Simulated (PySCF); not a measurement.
**C₂H₅FSi: NMR shifts at several levels of theory**

Aim: compute the NMR shifts of C₂H₅FSi (`F[C@@H]1C[SiH2]1`) at several levels, and see how far they spread and what each costs.

Computed with PySCF 2.14.0, with density-fitted response routines of our own, on a single molecule in the gas phase. Atoms are numbered from 0 throughout.

### Step 1. The molecule as given

9 atoms, charge 0, multiplicity 1; geometry from: GFN2-xTB.

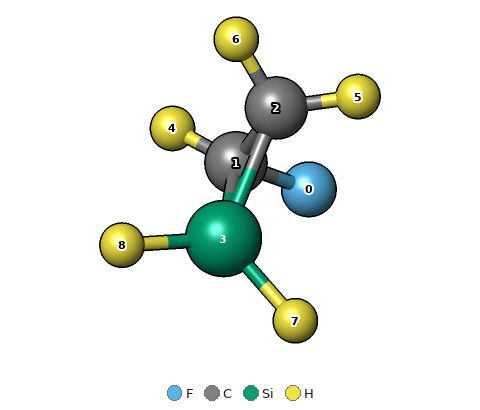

The starting geometry (fluorine blue, carbon grey, silicon teal, hydrogen yellow), atoms numbered.

### Step 2. Optimising the geometry at PBE0-D3(BJ)/def2-SVP

The job: settings as JSON, then the geometry in Å.

```
{"job": {"xc": "PBE0", "basis": "def2-SVP", "d3": "d3bj", "grid": 1, "kind": "geom"}, "charge": 0, "multiplicity": 1}
F     -1.014933    -1.374215    -1.067765
C     -0.633401    -0.665712     0.047704
C     -0.437055     0.833113    -0.175461
Si     1.162924    -0.082214     0.227257
H     -1.262733    -0.973983     0.876623
H     -0.619070     1.160696    -1.189678
H     -0.919938     1.480406     0.542898
H      2.062133    -0.378858    -0.867716
H      1.675633     0.006762     1.580959
```

The log of the run:

```text
step   0  E = -467.95636896  max force = 0.026956
step   1  E = -467.95382035  max force = 0.017425
step   2  E = -467.95712972  max force = 0.008425
step   3  E = -467.95872624  max force = 0.003570
step   4  E = -467.95893070  max force = 0.002126
step   5  E = -467.95896742  max force = 0.001039
step   6  E = -467.95897471  max force = 0.000710
step   7  E = -467.95897929  max force = 0.000477
step   8  E = -467.95898237  max force = 0.000573
step   9  E = -467.95898415  max force = 0.000492
step  10  E = -467.95898468  max force = 0.000244
optimisation converged
```

Run time: 19 s. Hardware: 1 thread, shared host.

Along the way: (the energy doesn't fall at every step)

| step | energy from step 0 (eV) | largest force component (eV/Å) |
| --- | --- | --- |
| 0 | 0.0000 | 1.3861 |
| 1 | 0.0694 | 0.8960 |
| 2 | -0.0207 | 0.4332 |
| 3 | -0.0641 | 0.1836 |
| 4 | -0.0697 | 0.1093 |
| 5 | -0.0707 | 0.0534 |
| 6 | -0.0709 | 0.0365 |
| 7 | -0.0710 | 0.0245 |
| 8 | -0.0711 | 0.0295 |
| 9 | -0.0712 | 0.0253 |
| 10 | -0.0712 | 0.0125 |

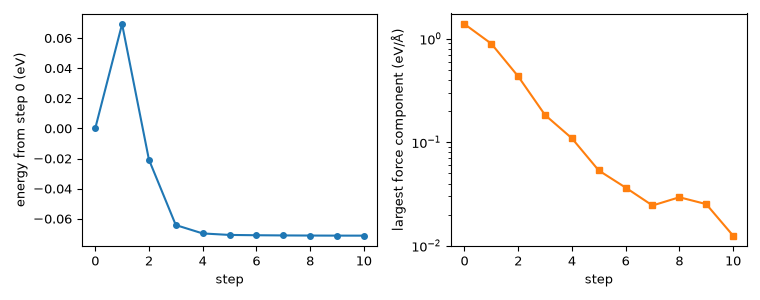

Energy and largest force along the relaxation.

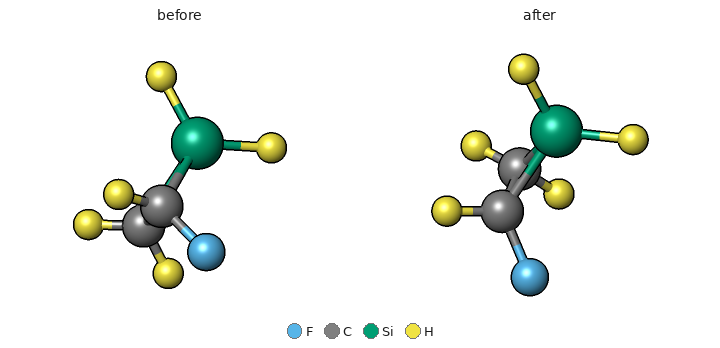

Before and after, at one scale.

Distances of close pairs at the start and the end, largest changes first:

| bond | before (Å) | after (Å) | change (Å) |
| --- | --- | --- | --- |
| Si3–H7 | 1.448 | 1.482 | +0.034 |
| Si3–H8 | 1.450 | 1.484 | +0.034 |
| C1–Si3 | 1.897 | 1.877 | -0.020 |
| C2–H5 | 1.081 | 1.097 | +0.016 |
| C2–H6 | 1.081 | 1.095 | +0.015 |
| C2–Si3 | 1.887 | 1.872 | -0.014 |
| C1–H4 | 1.085 | 1.099 | +0.014 |
| F0–C1 | 1.375 | 1.363 | -0.012 |

The final coordinates are the input of the step that follows.

| at the end point | value |
| --- | --- |
| point group (found at 0.08 Å tolerance) | C1 |
| rotational constants (GHz, main isotopes) | 11.684, 4.433, 3.714 |
| dipole moment (D) | 1.62 |

### Step 3. NMR shieldings: PBE0/cc-pVDZ

The job: settings as JSON, then the geometry in Å.

```
{"job": {"kind": "nmr", "xc": "PBE0", "basis": "cc-pVDZ", "pop": true}, "charge": 0, "multiplicity": 1}
F     -1.493757     0.123643    -1.384861
C     -0.922484     0.103074    -0.147355
C      0.376287     0.875268     0.008945
Si     0.565500    -0.972633     0.243446
H     -1.670627     0.272257     0.639661
H      0.781914     1.242551    -0.942123
H      0.447522     1.612243     0.816341
H      1.219494    -1.709997    -0.863189
H      0.709671    -1.555611     1.600889
```

Level: GIAO PBE0/cc-pVDZ NMR shielding, non-relativistic, gas phase.

The log of the run:

```text
coarse grid: 7984 points
cycle   1  E = -468.1289125636  dE =  3.880e-01  |g| = 4.765e-01  |ddm| = 5.235e+00
cycle   2  E = -468.0952611830  dE =  3.365e-02  |g| = 6.419e-01  |ddm| = 1.589e+00
cycle   3  E = -468.1745455211  dE = -7.928e-02  |g| = 3.390e-02  |ddm| = 8.985e-01
cycle   4  E = -468.1747085681  dE = -1.630e-04  |g| = 1.627e-02  |ddm| = 6.875e-02
cycle   5  E = -468.1747639128  dE = -5.534e-05  |g| = 5.814e-03  |ddm| = 3.368e-02
cycle   6  E = -468.1747722781  dE = -8.365e-06  |g| = 1.138e-03  |ddm| = 1.003e-02
final grid: 72808 points
cycle   7  E = -468.1827488921  dE = -8.660e-06  |g| = 7.614e-03  |ddm| = 3.955e-02
cycle   8  E = -468.1827299562  dE =  1.894e-05  |g| = 1.162e-02  |ddm| = 2.980e-02
cycle   9  E = -468.1827637639  dE = -3.381e-05  |g| = 3.601e-04  |ddm| = 1.766e-02
cycle  10  E = -468.1827637875  dE = -2.355e-08  |g| = 1.710e-04  |ddm| = 7.775e-04
cycle  11  E = -468.1827637924  dE = -4.969e-09  |g| = 3.435e-05  |ddm| = 2.613e-04
cycle  12  E = -468.1827637928  dE = -3.862e-10  |g| = 6.503e-06  |ddm| = 8.494e-05
converged SCF energy = -468.1827637928

GIAO shielding tensors (ppm)
atom      isotropic    diamagn.    paramagn.     s11        s22        s33       span
  0 F      429.448     469.556     -40.109    383.766    424.735    479.842     96.076
  1 C      127.692     243.763    -116.071     66.679    103.846    212.550    145.871
  2 C      194.204     248.895     -54.691    164.512    197.429    220.672     56.160
  3 Si     539.008     884.091    -345.082    446.628    468.364    702.032    255.404
  4 H       26.459      29.352      -2.894     22.454     26.612     30.310      7.855
  5 H       30.417      29.708       0.709     26.302     27.055     37.894     11.593
  6 H       30.255      29.592       0.663     25.398     26.288     39.078     13.680
  7 H       28.343      29.630      -1.287     23.433     26.539     35.058     11.625
  8 H       28.658      29.494      -0.836     23.704     25.924     36.345     12.641
```

Wall time 4.1 s (1 thread, shared host).

Shifts follow as δ = σ(reference) − σ, with reference shieldings (ppm) from runs at the same level and on the same kind of geometry: ¹H TMS 31.29, ¹³C TMS 196.8, ²⁹Si TMS 418.6, ¹⁹F CFCl3 200.9. The references are single molecules in the gas phase, so shifts against H2O, NH3, PH3, H3PO4 or CFCl3 are not on the usual liquid scales and can be off by tens of ppm.

| atoms | environment | σ (ppm) | δ (ppm) |
| --- | --- | --- | --- |
| C1 | three-membered-ring carbon bearing a halogen | 127.7 | 69.1 |
| C2 | three-membered-ring carbon | 194.2 | 2.6 |
| H4 | hydrogen on a three-membered-ring carbon bearing a halogen | 26.46 | 4.83 |
| H7 | hydrogen on a silicon bonded to 2 C, in a 3-membered ring | 28.34 | 2.95 |
| H8 | hydrogen on a silicon bonded to 2 C, in a 3-membered ring | 28.66 | 2.63 |
| H6 | hydrogen on a three-membered-ring carbon | 30.25 | 1.04 |
| H5 | hydrogen on a three-membered-ring carbon | 30.42 | 0.87 |
| F0 | fluorine on an sp3 carbon | 429.4 | -228.5 |
| Si3 | silicon bonded to 2 C, 2 H, in a 3-membered ring | 539.0 | -120.4 |

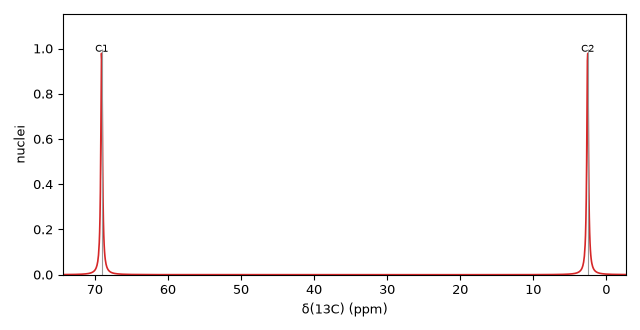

¹³C lines at the computed shifts, without couplings. Lines are broadened to a width of 0.27 ppm (Lorentzian).

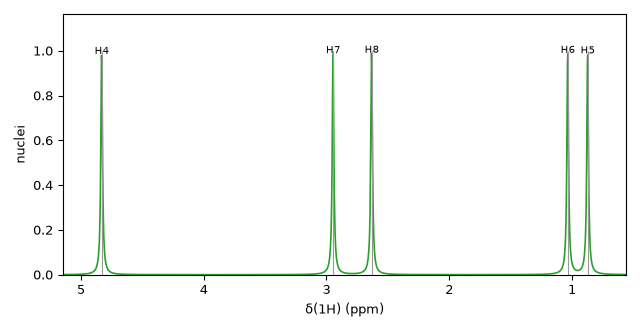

¹H lines at the computed shifts, without couplings. Lines are broadened to a width of 0.02 ppm (Lorentzian).

The run also stored atomic charges by several schemes (e):

| atoms | Mulliken | IAO | Hirshfeld | ESP fit |
| --- | --- | --- | --- | --- |
| F0 | -0.22 | -0.29 | -0.10 | -0.17 |
| C1 | 0.10 | -0.05 | -0.03 | 0.01 |
| C2 | -0.19 | -0.54 | -0.17 | -0.34 |
| Si3 | 0.17 | 0.58 | 0.27 | -0.03 |

ESP fit charges:

| atom | value (e) |
| --- | --- |
| F0 | -0.17 |
| C1 | 0.01 |
| C2 | -0.34 |
| Si3 | -0.03 |
| H4 | 0.12 |
| H5 | 0.16 |
| H6 | 0.14 |
| H7 | 0.06 |
| H8 | 0.04 |

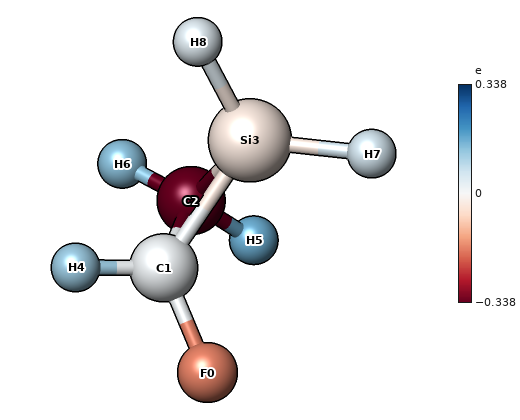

ESP fit charges, as colours on the atoms.

Mayer bond orders: F0–C1 1.03, C1–C2 0.95, C2–Si3 1.02, Si3–C1 1.00.

Ring of atoms C1, C2, Si3: NICS(0) -23.5, NICS(1) -7.5, NICS(1)zz -14.9 ppm (means of both faces; NICS(1) differs between them: -9.3 and -5.6).

The two faces differ (NICS(1)zz -18.9 and -10.9 ppm).

In rings of three or four atoms NICS is ruled by the nearby σ bonds, so it says little on aromaticity.

### Step 4. Nuclear shieldings: PBE0/cc-pVTZ

Same as in step 3 but for these lines:

```diff
@@ -1,2 +1,2 @@
-{"job": {"kind": "nmr", "xc": "PBE0", "basis": "cc-pVDZ", "pop": true}, "charge": 0, "multiplicity": 1}
+{"job": {"kind": "nmr", "xc": "PBE0", "basis": "cc-pVTZ", "pop": true}, "charge": 0, "multiplicity": 1}
 F     -1.493757     0.123643    -1.384861
```

With the program's defaults for keys left out, this is: GIAO PBE0/cc-pVTZ NMR shielding, non-relativistic, gas phase.

The log of the run:

```text
coarse grid: 7984 points
cycle   1  E = -468.2091233212  dE =  3.543e-01  |g| = 4.860e-01  |ddm| = 5.515e+00
cycle   2  E = -468.1706180158  dE =  3.851e-02  |g| = 6.819e-01  |ddm| = 1.550e+00
cycle   3  E = -468.2544794033  dE = -8.386e-02  |g| = 4.194e-02  |ddm| = 9.293e-01
cycle   4  E = -468.2546896646  dE = -2.103e-04  |g| = 2.116e-02  |ddm| = 7.608e-02
cycle   5  E = -468.2547747037  dE = -8.504e-05  |g| = 6.889e-03  |ddm| = 3.764e-02
cycle   6  E = -468.2547854922  dE = -1.079e-05  |g| = 1.424e-03  |ddm| = 1.074e-02
cycle   7  E = -468.2547859922  dE = -5.001e-07  |g| = 3.947e-04  |ddm| = 2.735e-03
final grid: 72808 points
cycle   8  E = -468.2577396447  dE = -4.135e-05  |g| = 5.959e-03  |ddm| = 6.227e-02
cycle   9  E = -468.2577298781  dE =  9.767e-06  |g| = 8.842e-03  |ddm| = 2.096e-02
cycle  10  E = -468.2577476100  dE = -1.773e-05  |g| = 4.638e-04  |ddm| = 1.220e-02
cycle  11  E = -468.2577476441  dE = -3.412e-08  |g| = 2.163e-04  |ddm| = 7.915e-04
cycle  12  E = -468.2577476512  dE = -7.081e-09  |g| = 5.805e-05  |ddm| = 3.388e-04
cycle  13  E = -468.2577476521  dE = -9.065e-10  |g| = 7.018e-06  |ddm| = 1.001e-04
converged SCF energy = -468.2577476521

GIAO shielding tensors (ppm)
atom      isotropic    diamagn.    paramagn.     s11        s22        s33       span
  0 F      426.655     468.763     -42.108    378.010    423.360    478.596    100.586
  1 C      114.903     239.973    -125.070     51.320     88.969    204.420    153.100
  2 C      186.143     246.754     -60.611    154.929    189.663    213.838     58.909
  3 Si     494.595     887.861    -393.266    393.015    414.526    676.244    283.230
  4 H       26.317      28.772      -2.455     22.477     26.488     29.985      7.508
  5 H       30.425      29.851       0.574     26.368     27.133     37.773     11.405
  6 H       30.149      29.389       0.760     25.221     26.102     39.125     13.905
  7 H       28.221      29.281      -1.060     23.562     26.479     34.621     11.059
  8 H       28.496      29.141      -0.645     23.684     25.817     35.988     12.303
```

It took 11 s on 1 thread, shared host.

Key values: δ C1 72.4, C2 1.1, F0 -244.1, Si3 -134.6, H4 4.97, H7 3.07 ppm.

### Step 5. Shielding tensors: PBE0/aug-cc-pVDZ

Same as in step 4 but for these lines:

```diff
@@ -1,2 +1,2 @@
-{"job": {"kind": "nmr", "xc": "PBE0", "basis": "cc-pVTZ", "pop": true}, "charge": 0, "multiplicity": 1}
+{"job": {"kind": "nmr", "xc": "PBE0", "basis": "aug-cc-pVDZ", "pop": true}, "charge": 0, "multiplicity": 1}
 F     -1.493757     0.123643    -1.384861
```

With the program's defaults for keys left out, this is: GIAO PBE0/aug-cc-pVDZ NMR shielding, non-relativistic, gas phase.

The log of the run:

```text
coarse grid: 7984 points
cycle   1  E = -468.1519976528  dE =  3.802e-01  |g| = 4.320e-01  |ddm| = 6.104e+00
cycle   2  E = -468.1179742077  dE =  3.402e-02  |g| = 6.056e-01  |ddm| = 1.557e+00
cycle   3  E = -468.1917320025  dE = -7.376e-02  |g| = 4.134e-02  |ddm| = 8.407e-01
cycle   4  E = -468.1919561566  dE = -2.242e-04  |g| = 2.036e-02  |ddm| = 8.651e-02
cycle   5  E = -468.1920453141  dE = -8.916e-05  |g| = 5.675e-03  |ddm| = 4.221e-02
cycle   6  E = -468.1920530035  dE = -7.689e-06  |g| = 1.304e-03  |ddm| = 1.026e-02
final grid: 72808 points
cycle   7  E = -468.2000961330  dE = -1.096e-05  |g| = 7.993e-03  |ddm| = 8.952e-02
cycle   8  E = -468.2000748641  dE =  2.127e-05  |g| = 1.228e-02  |ddm| = 3.735e-02
cycle   9  E = -468.2001124330  dE = -3.757e-05  |g| = 4.278e-04  |ddm| = 2.172e-02
cycle  10  E = -468.2001124644  dE = -3.141e-08  |g| = 2.138e-04  |ddm| = 8.733e-04
cycle  11  E = -468.2001124722  dE = -7.844e-09  |g| = 4.063e-05  |ddm| = 3.496e-04
cycle  12  E = -468.2001124728  dE = -5.468e-10  |g| = 9.449e-06  |ddm| = 1.242e-04
converged SCF energy = -468.2001124728

GIAO shielding tensors (ppm)
atom      isotropic    diamagn.    paramagn.     s11        s22        s33       span
  0 F      430.446     475.164     -44.718    386.505    425.141    479.690     93.185
  1 C      125.487     213.965     -88.478     62.989    101.427    212.046    149.057
  2 C      193.430     208.300     -14.870    163.407    197.400    219.482     56.074
  3 Si     545.914     887.252    -341.338    452.982    479.680    705.081    252.099
  4 H       26.329      31.281      -4.951     22.339     26.670     29.979      7.640
  5 H       30.488      30.101       0.387     26.460     27.242     37.762     11.301
  6 H       30.229      31.201      -0.973     25.352     26.244     39.090     13.738
  7 H       28.243      26.999       1.244     23.503     26.459     34.767     11.264
  8 H       28.523      27.049       1.473     23.590     25.855     36.123     12.533
```

Wall time 7.7 s (1 thread, shared host).

In short: δ C1 69.6, C2 1.7, F0 -236.3, Si3 -129.2, H4 5.07, H7 3.15 ppm.

### Step 6. Nuclear shieldings: PBE0/IGLO-III

Same as in step 5 but for these lines:

```diff
@@ -1,2 +1,2 @@
-{"job": {"kind": "nmr", "xc": "PBE0", "basis": "aug-cc-pVDZ", "pop": true}, "charge": 0, "multiplicity": 1}
+{"job": {"kind": "nmr", "xc": "PBE0", "basis": "IGLO-III", "pop": true}, "charge": 0, "multiplicity": 1}
 F     -1.493757     0.123643    -1.384861
```

Method: GIAO PBE0/IGLO-III NMR shielding, non-relativistic, gas phase.

The log of the run:

```text
coarse grid: 7984 points
cycle   1  E = -468.2160193405  dE =  3.395e-01  |g| = 4.977e-01  |ddm| = 2.033e+00
cycle   2  E = -468.1745989485  dE =  4.142e-02  |g| = 6.996e-01  |ddm| = 7.301e-01
cycle   3  E = -468.2612453230  dE = -8.665e-02  |g| = 5.232e-02  |ddm| = 4.690e-01
cycle   4  E = -468.2615349237  dE = -2.896e-04  |g| = 2.585e-02  |ddm| = 3.510e-02
cycle   5  E = -468.2616630440  dE = -1.281e-04  |g| = 7.536e-03  |ddm| = 1.927e-02
cycle   6  E = -468.2616756713  dE = -1.263e-05  |g| = 1.644e-03  |ddm| = 5.343e-03
cycle   7  E = -468.2616763385  dE = -6.672e-07  |g| = 4.556e-04  |ddm| = 1.394e-03
final grid: 72808 points
cycle   8  E = -468.2683029487  dE = -6.200e-05  |g| = 5.771e-03  |ddm| = 3.997e-02
cycle   9  E = -468.2682944363  dE =  8.512e-06  |g| = 8.282e-03  |ddm| = 8.338e-03
cycle  10  E = -468.2683101630  dE = -1.573e-05  |g| = 5.651e-04  |ddm| = 5.120e-03
cycle  11  E = -468.2683102076  dE = -4.467e-08  |g| = 2.892e-04  |ddm| = 4.290e-04
cycle  12  E = -468.2683102195  dE = -1.188e-08  |g| = 7.672e-05  |ddm| = 1.816e-04
cycle  13  E = -468.2683102209  dE = -1.378e-09  |g| = 9.882e-06  |ddm| = 6.580e-05
cycle  14  E = -468.2683102209  dE = -2.115e-11  |g| = 3.168e-06  |ddm| = 8.796e-06
converged SCF energy = -468.2683102209

GIAO shielding tensors (ppm)
atom      isotropic    diamagn.    paramagn.     s11        s22        s33       span
  0 F      427.409     466.703     -39.294    379.304    421.477    481.445    102.141
  1 C      109.056     241.637    -132.581     42.224     82.123    202.821    160.597
  2 C      182.229     251.440     -69.211    149.988    186.139    210.559     60.570
  3 Si     481.361     889.538    -408.177    377.207    400.097    666.778    289.571
  4 H       26.339      28.940      -2.600     22.524     26.576     29.918      7.394
  5 H       30.445      29.950       0.495     26.471     27.173     37.690     11.219
  6 H       30.191      29.790       0.401     25.344     26.201     39.026     13.682
  7 H       28.200      29.676      -1.476     23.686     26.459     34.456     10.771
  8 H       28.464      29.559      -1.095     23.724     25.847     35.822     12.098
```

It took 12 s on 1 thread, shared host.

Key values: δ C1 74.7, C2 1.5, F0 -252.8, Si3 -136.0, H4 5.03, H7 3.17 ppm.

### Step 7. Shielding tensors: PBE0/pcSseg-0

Same as in step 6 but for these lines:

```diff
@@ -1,2 +1,2 @@
-{"job": {"kind": "nmr", "xc": "PBE0", "basis": "IGLO-III", "pop": true}, "charge": 0, "multiplicity": 1}
+{"job": {"kind": "nmr", "xc": "PBE0", "basis": "pcSseg-0", "pop": true}, "charge": 0, "multiplicity": 1}
 F     -1.493757     0.123643    -1.384861
```

With the program's defaults for keys left out, this is: GIAO PBE0/pcSseg-0 NMR shielding, non-relativistic, gas phase.

The log of the run:

```text
coarse grid: 7984 points
cycle   1  E = -467.3719559986  dE =  3.362e-01  |g| = 4.280e-01  |ddm| = 3.276e+00
cycle   2  E = -467.3487002181  dE =  2.326e-02  |g| = 5.902e-01  |ddm| = 1.137e+00
cycle   3  E = -467.4105606116  dE = -6.186e-02  |g| = 1.918e-02  |ddm| = 6.239e-01
cycle   4  E = -467.4105657852  dE = -5.174e-06  |g| = 1.839e-02  |ddm| = 5.246e-02
cycle   5  E = -467.4106490866  dE = -8.330e-05  |g| = 2.298e-03  |ddm| = 2.714e-02
cycle   6  E = -467.4106504333  dE = -1.347e-06  |g| = 6.033e-04  |ddm| = 4.694e-03
final grid: 72808 points
cycle   7  E = -467.4148203798  dE = -1.084e-05  |g| = 3.925e-03  |ddm| = 1.398e-02
cycle   8  E = -467.4148177722  dE =  2.608e-06  |g| = 4.860e-03  |ddm| = 1.249e-02
cycle   9  E = -467.4148243025  dE = -6.530e-06  |g| = 4.591e-04  |ddm| = 8.319e-03
cycle  10  E = -467.4148243517  dE = -4.920e-08  |g| = 1.163e-04  |ddm| = 7.432e-04
cycle  11  E = -467.4148243536  dE = -1.887e-09  |g| = 3.486e-05  |ddm| = 1.699e-04
cycle  12  E = -467.4148243539  dE = -3.178e-10  |g| = 4.974e-06  |ddm| = 5.814e-05
converged SCF energy = -467.4148243539

GIAO shielding tensors (ppm)
atom      isotropic    diamagn.    paramagn.     s11        s22        s33       span
  0 F      457.367     468.387     -11.021    404.506    433.878    533.717    129.211
  1 C      121.518     254.494    -132.976     58.946     95.174    210.435    151.489
  2 C      191.829     258.449     -66.620    156.854    198.054    220.579     63.725
  3 Si     509.943     878.283    -368.340    404.815    435.117    689.897    285.082
  4 H       28.065      30.287      -2.222     23.414     27.784     32.996      9.582
  5 H       31.527      31.001       0.526     27.156     27.726     39.698     12.542
  6 H       31.332      31.002       0.330     26.357     26.754     40.884     14.527
  7 H       29.709      28.385       1.324     24.906     28.094     36.126     11.220
  8 H       29.977      28.356       1.621     25.303     27.339     37.287     11.984
```

Run time: 2.3 s. Hardware: 1 thread, shared host.

Key values: δ C1 72.0, C2 1.7, F0 -279.0, Si3 -161.4, H4 4.77, H7 3.12 ppm.

### Step 8. Comparing the runs: NMR shifts

Shifts (ppm) of some atoms, chosen among heavy atoms and hydrogens apart, with basis size and wall time:

| run | C1 | C2 | H4 | H6 | H5 | F0 | Si3 | functions | time |
| --- | --- | --- | --- | --- | --- | --- | --- | --- | --- |
| PBE0/cc-pVDZ | 69.1 | 2.6 | 4.83 | 1.04 | 0.87 | -228.5 | -120.4 | 85 | 4.1 s |
| PBE0/cc-pVTZ | 72.4 | 1.1 | 4.97 | 1.14 | 0.87 | -244.1 | -134.6 | 194 | 11 s |
| PBE0/aug-cc-pVDZ | 69.6 | 1.7 | 5.07 | 1.17 | 0.91 | -236.3 | -129.2 | 141 | 7.7 s |
| PBE0/IGLO-III | 74.7 | 1.5 | 5.03 | 1.18 | 0.93 | -252.8 | -136.0 | 199 | 12 s |
| PBE0/pcSseg-0 | 72.0 | 1.7 | 4.77 | 1.50 | 1.31 | -279.0 | -161.4 | 50 | 2.3 s |

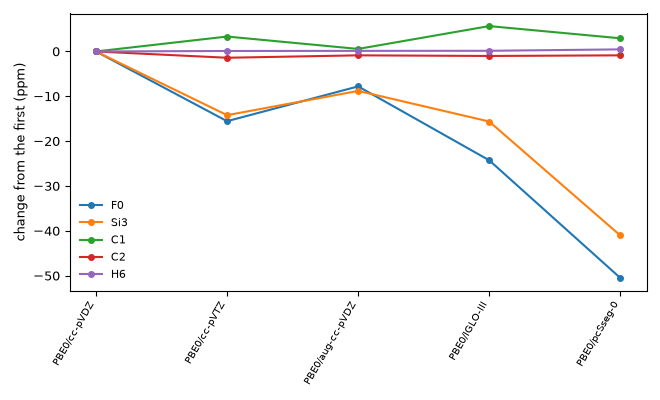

How five of the tabulated atoms move from run to run.

### Step 9. Summary of results

| quantity | value |
| --- | --- |
| point group | C1 |
| rotational constants (main isotopes) | 11.68, 4.43, 3.71 GHz |
| ¹³C shifts against TMS (PBE0/cc-pVDZ) | 69.1, 2.6 ppm |
| ¹H shifts against TMS (PBE0/cc-pVDZ) | 4.83, 2.95, 2.63, 1.04, 0.87 ppm |
| ¹⁹F shifts against CFCl3 (PBE0/cc-pVDZ) | -228.5 ppm |
| ²⁹Si shifts against TMS (PBE0/cc-pVDZ) | -120.4 ppm |
| range of the shift of F0 | -279.0 to -228.5 ppm |

In words: Single values in the summary come from the first run of each kind that ended normally (PBE0/cc-pVDZ), which need not be the best level. Relaxing lowered the energy by 0.071 eV in 10 steps; the close pair that moved most is Si3–H7, from 1.448 to 1.482 Å. At PBE0/cc-pVDZ: Shielding is most anisotropic at Si3 (span 255 ppm, paramagnetic term -345 ppm). In ppm, F0 moves most: its shift spreads over 50.5 ppm, from -279.0 (PBE0/pcSseg-0) to -228.5 (PBE0/cc-pVDZ). Part of that comes from the computed reference.
